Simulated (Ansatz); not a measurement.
# TcB (P-6m2): phonons and vibrational spectra, part 2 of 2

Task: relax TcB (P-6m2), then find its harmonic phonons.

Ansatz 0.2.0; DFT PBEsol, scalar-relativistic, plane waves, PAW.

So far. Step 4 (Relaxing to small forces for the phonons): The forces vanish by symmetry and the pressure is -0.001 GPa, within the tolerances set. The cell now holds 10.26 Å³/atom. Step 5 (Zone-centre response): Before it was imposed, the acoustic sum rule was missed by 3.3e-4 eV/Å². Small misses are needed for a sound result but don't prove that mesh and cutoff are converged. The lowest optical mode is real, 543 cm⁻¹. The relaxed cell has a = 2.849, c = 2.918 Å (conventional setting).

## 6. Response at finite wavevector

Stability and thermal properties need the whole zone. Linear response on a 3×3×4 q mesh gives force constants as far as a supercell of that size would.

Contents of input.yaml:

```yaml
crystal:
  lattice:
    - [2.8488483565, 0.0, 0.0]
    - [-1.4244241782, 2.4671750482, 0.0]
    - [0.0, 0.0, 2.9181113937]
  atoms:
    - { symbol: Tc, position: [0.0, 0.0, 0.0] }
    - { symbol: B, position: [0.3333333333, 0.6666666667, 0.5] }
kpoints:
  mp_grid: { grid: [15, 15, 16] }
hamiltonian:
  xc: pbesol
scf:
  occupations: { method: methfessel_paxton, width: 0.15 }
output:
  eigenvalues: true
phonons:
  method: dfpt
  qmesh: [3, 3, 4]
  temperatures: { t_max: 1000, t_step: 50 }
  qpath:
    path:
      - [[0.0, 0.0, 0.0], [0.5, 0.0, 0.0], [0.33333333, 0.33333333, 0.0], [0.0, 0.0, 0.0], [0.0, 0.0, 0.5], [0.5, 0.0, 0.5], [0.33333333, 0.33333333, 0.5], [0.0, 0.0, 0.5]]
      - [[0.5, 0.0, 0.5], [0.5, 0.0, 0.0]]
      - [[0.33333333, 0.33333333, 0.5], [0.33333333, 0.33333333, 0.0]]
    npoints: 10
```

Launch:

```sh
$ ansatz run input.yaml --threads 4 --pin off --max-ram 7168MiB --backend cpu --events-out ev --progress --plain --runs-dir out
```

Numbers of over 12 decimals in the logs are rounded to 6 here.

What it wrote:

```text
Warning: phonons: the dynamical matrix that this run interpolates holds no multipole term above the dipole-dipole one, and a site of this crystal is no centre of inversion, so its interpolated transverse optical and acoustic branches and sound speeds can stay off near Gamma, and the density of states and the thermodynamics with them. What a run solves at a wave vector of phonons.qpoints, Gamma apart, where the deck admits one, is free of this, and under fd what a larger phonons.supercell samples
[...]
Crystal: 2 atoms, lattice volume = 20.510 Å³
Basis set: ecut = 500 eV, 527 PW (Γ), exchange–correlation on 48×48×48 points (8 copies of the dense FFT grid, shifted against one another)
Bands: 13, of which v1, the nominal top of the filled ones, is band 9 counted from 1 (8 counted from 0)
Symmetry: 12 space group operations
k-points: 243 of 3600 (time reversal used)
[...]
SCF iter   1: F=—  HF=-5491.578805 eV  |F-HF|=—  |Δ(HF+E_count)|=         —  Δρ=9.56e-2  dr2=2.42e0  ethr=3.10e-3  ⟨swp⟩=5.0  Hψ=15336  notcnv=0
[...]
SCF iter   9: F=-5490.993989 eV  HF=-5490.993989 eV  |F-HF|=2.73e-12  |Δ(HF+E_count)|=  2.00e-11  S|Δr|=    0.00e0  Δρ=1.31e-7  dr2=1.90e-12  ethr=1.00e-12  ⟨swp⟩=5.9  Hψ=12926  notcnv=0
SCF 1 converged in 9 iterations: F = -5490.993989 eV  dr2 = 1.90e-12
[...]
SCF iter   1: F=—  HF=-5490.993989 eV  |F-HF|=—  |Δ(HF+E_count)|=         —  Δρ=1.74e-7  dr2=2.55e-12  ethr=3.72e-9  ⟨swp⟩=3.8  Hψ=26158  notcnv=0
eigensolver tolerance schedule: the retry pair's looser diagonalisation over-reported the residual by 262822.15 of it (diagonalisation noise at 0.46 of the residual, at the tolerance the schedule requests for it); recorded, not acted on — ethr = c·dr2/N_el stays at c = 1.0e-1
[...]
SCF iter   2: F=-5490.993989 eV  HF=-5490.993989 eV  |F-HF|=1.82e-12  |Δ(HF+E_count)|=  8.91e-11  S|Δr|=    0.00e0  Δρ=7.22e-8  dr2=1.04e-12  ethr=1.00e-12  ⟨swp⟩=5.9  Hψ=12946  notcnv=0
SCF 2 converged in 2 iterations: F = -5490.993989 eV  dr2 = 1.04e-12
phonons: the bands overlap, so this run is a metal and interpolates without the dipole-dipole term. If the crystal is really an insulator or semiconductor, its LO-TO splitting is missing
NSCF: frozen V_eff on 243 k-points
[...]
DFPT response loops at q = (0, 0, 0) (fractional): preconditioner auto → Kerker (q_TF=auto, 2.670 Å⁻¹) (partly filled bands, converged f_vac=0.000); β = 1.00, the filter's whole step (`scf.mixing.beta` (0.50) is not read by the response loops under this deck's `scf.mixing.preconditioner`; to damp them name `kerker` or `kerker_dos`, under which they read `scf.mixing.beta`, and type it under 1.00, their step now; both keys bind the ground state too); Broyden in place of MSR1
[...]
SCF converged after 9 iterations
[...]
Free energy (F): -5490.993989 eV
[...]
Internal energy: -5490.994795 eV  (E = F + TS)
E sigma→0 (E₀):  -5490.994191 eV
Entropy (-TS):   0.000806 eV (0.403 meV/atom)
Fermi energy:    18.661803 eV
[...]
--- Band table (eV; the first three rows and the last of 243) ---
  k-point 0: bands = [... 5 lower, 14.5297, 16.1420, 16.1420, 20.0198, 20.0198, 21.1153, 26.4954, 26.4954]
  k-point 1: bands = [... 5 lower, 14.5303, 16.1729, 16.1729, 19.9032, 19.9032, 21.0356, 26.5316, 26.5316]
  k-point 2: bands = [... 5 lower, 14.5144, 16.2630, 16.2630, 19.5928, 19.5928, 20.8393, 26.5831, 26.5831]
  k-point 242: bands = [... 5 lower, 12.7037, 14.4947, 17.4629, 18.9621, 21.0169, 25.3739, 26.2335, 27.5343]
--- Phonons (Γ-DFPT): 4 representative perturbations + reference (Σ response iterations 12) ---
  ASR residual: 3.354e-4 → 0.000e0 eV/Å²; symmetrization residual: 9.408e-7 eV/Å²
  ASR residual per site (eV/Å²): 3.35e-4 1.38e-5
  Γ frequencies (cm⁻¹): 0.00 0.00 0.00 542.57 542.57 604.93
--- Phonons (arbitrary-q DFPT): 9 irreducible q on the 3×3×4 mesh ---
  q = [0.0000, 0.0000, 0.0000] (star 1, of the zone-centre solve; hermiticity 1.44e-7, symmetrization 3.05e-11): -0.00 -0.00 0.00 542.57 542.57 604.93
  q = [0.0000, 0.0000, 0.2500] (star 2, 4 solved perturbations in 2912 linear systems a pass and spin channel, the states on 1024 of 3600 k-point pairs; hermiticity 3.89e-8, symmetrization 1.10e-9): 144.27 144.27 216.03 509.83 509.83 680.39
[...]
q = [0.0000, 0.3333, 0.0000] (star 6, 6 solved perturbations on 1080 of 3600 k-point pairs; hermiticity 5.91e-8, symmetrization 3.23e-10): 159.39 206.89 265.77 515.04 590.42 631.28
[...]
sum rule: each row above includes the acoustic sum rule's correction from the zone centre's row sums; it moved no ω² by more than (0.97 cm⁻¹)²
  mesh force constants: q→R imaginary residual 0.00e0; ASR residual 3.354e-4 → 0.000e0 eV/Å²; symmetrization residual 2.487e-14 eV/Å²
  interpolated dispersion: 93 rows × 6 modes
  density of states and harmonic sums: on the 27×27×24 q-mesh, interpolated from the force constants of a 3×3×4 supercell (no non-analytic term)
  largest difference from the sums on the solved wave vectors: F 1.62e-2 eV, S 2.34e-5 and C_V 7.17e-6 eV/K
  zero-point energy: 0.148622 eV/cell   skipped modes (ω ≤ 0): 3   left out of the sums: 2.86e-5 of the cell's modes: C_V's classical limit lies that fraction below 3 k_B per atom; for a crystal, a wire or a layer, F and S can be off by more, and a phonons.interpolated_qmesh denser along its periods is the remedy for the sampling
```

The job ended after 5.6 min (4 threads of Arm Neoverse V1, shared host; peak memory 1.7 GiB; 22 min of CPU time).

Numbers from this step:

| Quantity | Value |
| --- | --- |
| sum-rule residual before enforcement | 3.35e-4 eV/Å² |
| lowest frequency on the path | 0 cm⁻¹ |
| highest frequency on the path or at a solved wavevector | 716.2 cm⁻¹ |
| mean frequency | 399.6 cm⁻¹ |
| Debye temperature (second moment) | 815 K |
| logarithmic mean frequency | 354.8 cm⁻¹ |
| lowest mode on the q mesh (acoustic modes at Γ apart) | 144.3 cm⁻¹ |
| zero-point energy per atom | 74.31 meV |
| heat capacity at 300 K | 18.19 J/(mol atoms K) |
| vibrational entropy at 300 K | 15.62 J/(mol atoms K) |
| edges of the widest gap between branches, on path and mesh | 301.4, 464.4 cm⁻¹ |

Frequencies (cm⁻¹) solved at each irreducible wavevector; negative means imaginary. Frequencies by wavevector, by row:

```csv
q in reciprocal lattice units,star,mode 1,mode 2,mode 3,mode 4,mode 5,mode 6
0 0 0,1,0,0,0,542.6,542.6,604.9
0 0 0.25,2,144.3,144.3,216,509.8,509.8,680.4
0 0 -0.5,1,225.2,225.2,287.9,464.4,464.4,716.2
0 0.3333 0,6,159.4,206.9,265.8,515,590.4,631.3
0 0.3333 0.25,12,204,210.8,279.5,506,548.7,666
0 0.3333 -0.5,6,228.8,248.5,255.7,515.7,525.8,674.2
0.3333 0.3333 0,2,230.6,253.2,285.8,507.4,594.5,648.2
0.3333 0.3333 0.25,4,239,251.1,268.9,505.9,567.6,623.8
0.3333 0.3333 -0.5,2,218.2,245.8,272.6,546.1,547.5,613.8
```

Interpolated from a 3×3×4 q mesh, rough between the solved points. The phonon branches at the labelled points (cm⁻¹):

```csv
point,branch 1,branch 2,branch 3,branch 4,branch 5,branch 6
Γ,0,0,0,543,543,605
M,181,244,301,503,605,639
K,231,253,286,507,594,648
Γ,0,0,0,543,543,605
A,225,225,288,464,464,716
L,221,251,263,532,541,650
H,218,246,273,546,548,614
A,225,225,288,464,464,716
jump to L,221,251,263,532,541,650
M,181,244,301,503,605,639
jump to H,218,246,273,546,548,614
K,231,253,286,507,594,648
```

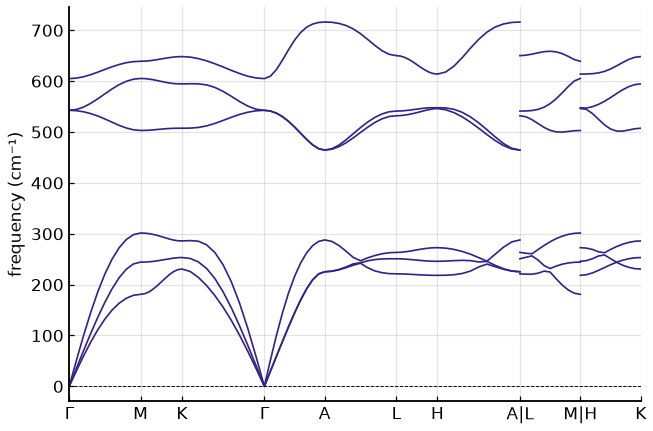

Phonon branches along the path.

The phonon density of states has structure finer than the step of the table below, so its rows give means over 25 cm⁻¹, whole bins alone (the curve runs from 5 to 715 cm⁻¹). Peaks (cm⁻¹: height): 225.0: 0.0363, 265.0: 0.0302, 505.0: 0.0489, 645.0: 0.0267.

Tetrahedra on a 27×27×24 mesh, mean over bins of 10 cm-1. Interpolated from a 3×3×4 q mesh, rough between the solved points. Table of phonon density of states by wavenumber; means over each step:

```csv
wavenumber (cm⁻¹),phonon density of states (1/cm⁻¹/cell)
25,8.7e-5
50,3.6e-4
75,8.4e-4
100,0.00161
125,0.00281
150,0.00481
175,0.00893
200,0.0169
225,0.0299
250,0.0267
275,0.0223
300,0.00489
325,7.5e-6
350,0
375,0
400,0
425,0
450,6.3e-5
475,0.00223
500,0.0241
525,0.0232
550,0.0163
575,0.00967
600,0.00495
625,0.00853
650,0.0194
675,0.00757
700,0.00360
```

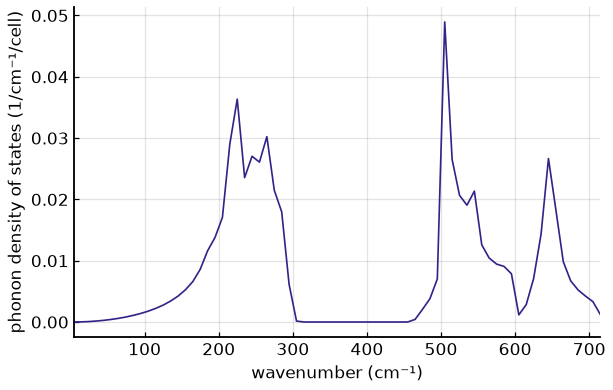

Phonon density of states against wavenumber.

The partial phonon density of states has structure finer than the step of the table below, so its rows give means over 50 cm⁻¹, whole bins alone (the curve runs from -10 to 747 cm⁻¹). Peaks (cm⁻¹: height): B 504.5: 0.0362, 647.4: 0.0226; Tc 223.4: 0.0325.

Phonopy on the run's constants, 21x21x19 mesh, Gaussian sigma 5.4 cm-1. Interpolated from a 3×3×4 q mesh, rough between the solved points. Partial phonon density of states against wavenumber; means over each step; values in 1/cm⁻¹/cell:

```csv
wavenumber (cm⁻¹),B,Tc
50,3.9e-5,3.6e-4
100,1.5e-4,0.00152
150,4.2e-4,0.00463
200,0.00141,0.0174
250,9.3e-4,0.0259
300,8.0e-5,0.00709
350,0,0
400,0,0
450,3.2e-4,4.2e-6
500,0.0183,0.00109
550,0.0147,0.00108
600,0.00579,1.9e-4
650,0.0145,5.7e-4
700,0.00341,9.5e-5
```

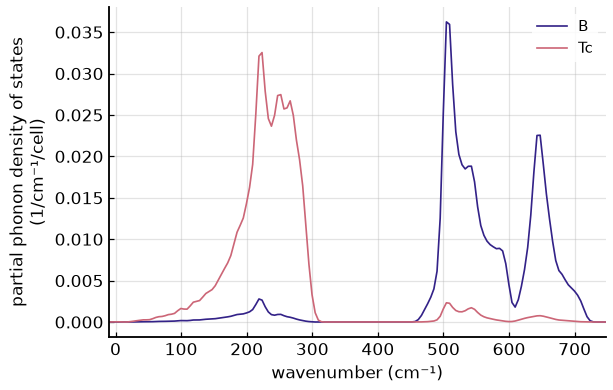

Partial phonon density of states, plotted against wavenumber.

Second derivatives of the energy by pair, one row for each kind of neighbour of each atom listed. Each entry sums the pair over the periodic images of the supercell that the q mesh stands for, and in a polar crystal it holds the long-range dipole part too. Force constants by pair, by row:

```csv
atom,neighbour,distance (Å),third of the trace (eV/Å²),along the pair's line (eV/Å²)
Tc1,itself,0,24.18,–
Tc1,B,2.199,-1.903,-5.057
Tc1,Tc,2.849,-1.175,-2.907
Tc1,Tc,2.918,-1.26,-1.834
Tc1,B,3.599,-0.0124,-0.2203
Tc1,Tc,4.078,-0.2023,-0.6034
Tc1,B,4.59,-0.0139,-0.0454
Tc1,B,4.676,-0.0458,0.0031
Tc1,Tc,4.934,-0.1455,-0.2561
B2,itself,0,12.64,–
B2,Tc,2.199,-1.903,-5.057
B2,B,2.849,-0.0474,-0.4977
B2,B,2.918,0.0732,-0.402
B2,Tc,3.599,-0.0124,-0.2203
B2,B,4.078,-0.0685,-0.3049
B2,Tc,4.59,-0.0139,-0.0454
B2,Tc,4.676,-0.0458,0.0031
B2,B,4.934,-0.1066,-0.0534
```

Harmonic thermodynamic functions per atom, from the density of states. Interpolated from a 3×3×4 q mesh, rough between the solved points. Thermodynamic functions, by row:

```csv
T (K),F_vib (meV/atom),S (J/mol-atom/K),C_V (J/mol-atom/K)
0,74.31,0,0
50,74.28,0.317,1.125
100,73.62,2.501,5.856
200,67.67,9.136,13.63
300,54.77,15.62,18.19
400,35.6,21.22,20.64
500,11.07,25.99,22.01
600,-18.03,30.08,22.83
700,-51.09,33.64,23.36
800,-87.62,36.78,23.71
900,-127.2,39.59,23.96
1000,-169.6,42.13,24.14
```

Harmonic mean-square displacement, third of the trace. Interpolated from a 3×3×4 q mesh, rough between the solved points. Mean square displacements, by row:

```csv
T (K),Tc1 U_eq (Å²),B2 U_eq (Å²)
0,7.80e-4,0.00303
100,9.10e-4,0.00314
300,0.00182,0.00413
600,0.00345,0.00663
```

Symmetry leaves 9 wavevectors to solve. The lowest mode among them, the acoustic zeros apart, lies at q = (0, 0, 0.25) and is real, 144 cm⁻¹.

## 7. Isotope substitution

An isotope changes the mass and not the force constants, so no new electronic calculation is needed; the shifts show which modes move this element.

The same force constants with the mass of B changed from 10.810 to 10.013 u (phonopy, no LO-TO term). Both lists are sorted by frequency; levels can cross, so a row need not hold one and the same mode. Modes under 3 cm⁻¹ are left out. Isotope shifts, by row:

```csv
q,rank,natural mass (cm⁻¹),changed mass (cm⁻¹)
0 0 0,4,542.6,561.7
0 0 0,5,542.6,561.7
0 0 0,6,604.9,626.2
0 0 0.25,1,144.3,144.7
0 0 0.25,2,144.3,144.7
0 0 0.25,3,216,216.4
0 0 0.25,4,509.8,528.3
0 0 0.25,5,509.8,528.3
0 0 0.25,6,680.4,705.9
0 0 -0.5,1,225.2,225.2
0 0 -0.5,2,225.2,225.2
0 0 -0.5,3,287.9,287.9
0 0 -0.5,4,464.4,482.5
0 0 -0.5,5,464.4,482.5
0 0 -0.5,6,716.2,744.2
0 0.3333 0,1,159.4,159.9
0 0.3333 0,2,206.9,207.2
0 0.3333 0,3,265.8,266
0 0.3333 0,4,515,533.3
0 0.3333 0,5,590.4,613
0 0.3333 0,6,631.3,654.8
```

A mode of this element alone would shift by +3.90 %. The highest zone-centre frequency without the field goes from 604.9 to 626.2 cm⁻¹ (+3.5 %). The product of the frequency ratios over all optical modes at Γ is 1.109; the product rule, (m/m′)^(3k/2) (M′/M)^(3/2) with k = 1 such atoms and M the mass of the cell, gives 1.109.

## 8. Summary of results

```json
{
 "space group after relaxation (within 0.01 Å)": "P-6m2",
 "volume per atom": "10.3 Å³",
 "electronic character": "no gap on this mesh",
 "highest optical mode at the zone centre (no LO-TO term)": "605 cm⁻¹",
 "lowest optical zone-centre mode": "543 cm⁻¹",
 "lowest mode on the q mesh (acoustic modes at Γ apart)": "144 cm⁻¹",
 "highest frequency on the path or at a solved wavevector": "716 cm⁻¹",
 "zero-point energy per atom": "74.3 meV",
 "heat capacity at 300 K": "18.2 J/(mol atoms K)",
 "vibrational entropy at 300 K": "15.6 J/(mol atoms K)",
 "Debye temperature (second moment)": "815 K",
 "imaginary modes on the 3×3×4 q mesh": "none"
}
```

The structure is a minimum as far as tested: no mode is imaginary at the 9 irreducible wavevectors of the 3×3×4 mesh, and the softest away from the acoustic zeros lies at 144 cm⁻¹. The optical modes at Γ span 543 to 605 cm⁻¹. The highest mode in this list at Γ, 604.9 cm⁻¹, is mostly motion of B (90 % of the kinetic energy). On the path and the mesh, the widest gap between branches runs from 301 to 464 cm⁻¹. The q mesh stands for a supercell only 8.5 Å across, so branches between the solved wavevectors are rough. With no gap, or one that is small against the smearing, the frequencies hang on the k mesh and the smearing, most of all near Kohn anomalies. These are harmonic frequencies at zero temperature: anharmonic shifts, linewidths and thermal expansion are left out.

[Logs are printed without paths, hosts, clocks, repeated set-up lines and the standing remarks that a program may print on its own settings, such as how far it seeks lower states.]

[Hosts, paths, dates, database ids (printed as entryN), source tags and the programs' standing remarks are cut or masked in the printed files.]
